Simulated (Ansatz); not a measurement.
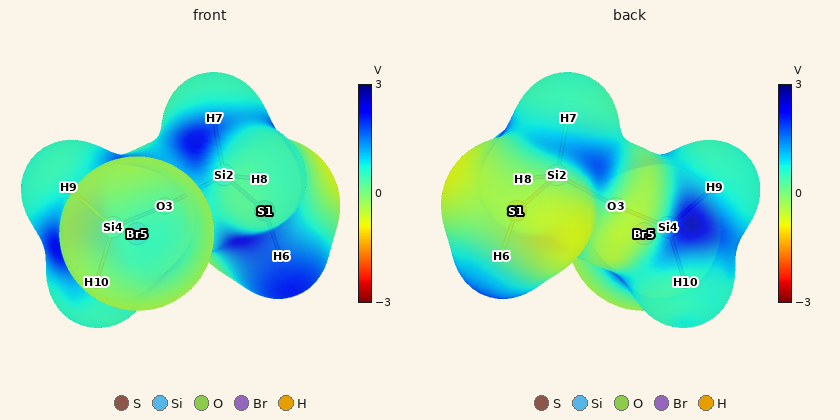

*BrH5OSSi2. The electrostatic potential painted on the density surface at 0.004 e/bohr³, seen from the front and from behind; the colour scale runs from red (negative) to blue (positive).*

Theory: RKS PBE0/def2-SVP in Ansatz.

The calculation's input:

```
crystal:
  periodic: [false, false, false]
  atoms:
    - { symbol: S, position_ang: [-1.1226, -2.6336, -0.9626] }
    - { symbol: Si, position_ang: [-0.5446, -1.1114, 0.4276] }
    - { symbol: O, position_ang: [0.2108, 0.0768, -0.4238] }
    - { symbol: Si, position_ang: [1.1661, 1.4638, -0.0889] }
    - { symbol: Br, position_ang: [-0.3212, 3.0441, 0.4719] }
    - { symbol: H, position_ang: [-1.8983, -1.7462, -1.7382] }
    - { symbol: H, position_ang: [0.4038, -1.7187, 1.4204] }
    - { symbol: H, position_ang: [-1.6938, -0.5279, 1.0955] }
    - { symbol: H, position_ang: [2.0422, 1.226, 1.0719] }
    - { symbol: H, position_ang: [1.8407, 1.8761, -1.2708] }
basis:
  gaussian: { orbitals: def2-SVP }
hamiltonian:
  xc: pbe0
relax:
  f_tol: 0.02
  max_steps: 50
output:
  orbitals: {}
```

Launched as:

```sh
ansatz run input.yaml --threads 2 --pin off --max-ram 3072MiB --backend cpu --events-out ev --progress --plain --runs-dir out
```

The fields are those of the relaxed geometry.

Where is the surface potential most negative and most positive?

The most negative region (about −0.8 V, or −18 kcal/mol for a unit charge) lies over S1, the most positive (about +2.3 V, or +53 kcal/mol for a unit charge) over Si2 and Si4. Br5 shows a σ-hole: about +0.6 V, or +14 kcal/mol for a unit charge at the tip opposite its bond, against about −0.3 V on its flanks.
